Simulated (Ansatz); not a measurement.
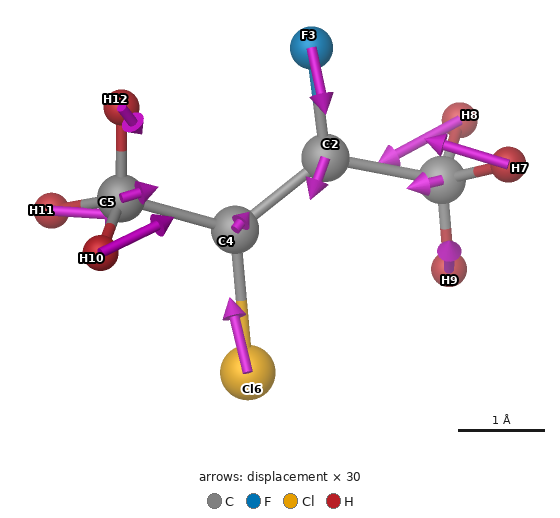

A relaxation of C$_{4}$H$_{6}$ClF. The starting structure is drawn; purple arrows show the displacements, magnified 30 times. The two geometries are superimposed by the best rigid fit.

A ball-and-stick model, seen at a tilt.

The start comes from PBE-D4/def2-SVP.

All numbers below come from Ansatz, RKS PBE0-D4/def2-TZVP.

Input file:
```yaml
crystal:
  periodic: [false, false, false]
  atoms:
    - {symbol: C, position_ang: [-0.694493, -0.916176, 1.612631]}
    - {symbol: C, position_ang: [-0.091618, -0.590005, 0.292761]}
    - {symbol: F, position_ang: [0.311432, -1.692313, -0.394974]}
    - {symbol: C, position_ang: [0.104932, 0.614199, -0.293355]}
    - {symbol: C, position_ang: [0.726008, 0.829054, -1.635281]}
    - {symbol: Cl, position_ang: [-0.393090, 2.072717, 0.544561]}
    - {symbol: H, position_ang: [0.042296, -1.443145, 2.255190]}
    - {symbol: H, position_ang: [-1.558973, -1.600464, 1.481694]}
    - {symbol: H, position_ang: [-1.032487, -0.000937, 2.128996]}
    - {symbol: H, position_ang: [1.626341, 1.473431, -1.556124]}
    - {symbol: H, position_ang: [0.018237, 1.338567, -2.322365]}
    - {symbol: H, position_ang: [1.018314, -0.140028, -2.079933]}
basis:
  gaussian: {orbitals: def2-TZVP}
hamiltonian: {xc: pbe0, dispersion: d4}
relax: {f_tol: 0.005, max_steps: 150}
```

Run as
```bash
ansatz run in.yaml --threads 4 --pin off --events-out ev --progress --plain --max-ram 10444MiB
```

Describe the change and its energy.

Answer. After 5 geometry steps the energy has fallen by 0.060 eV. Largest force component: 0.87 eV/Å at the start, 0.00092 eV/Å at the end. The largest move after the best rigid fit is that of H8, 0.038 Å. Largest moves by element: H 0.038 Å, Cl 0.031 Å, F 0.027 Å, C 0.018 Å. Some distances before and after: C2–C4 1.354 → 1.330 Å, C4–Cl6 1.754 → 1.732 Å, C1–H7 1.111 → 1.094 Å, C1–H9 1.104 → 1.087 Å. The run took 30 s on 4 threads of Arm Neoverse V1, on a shared host.
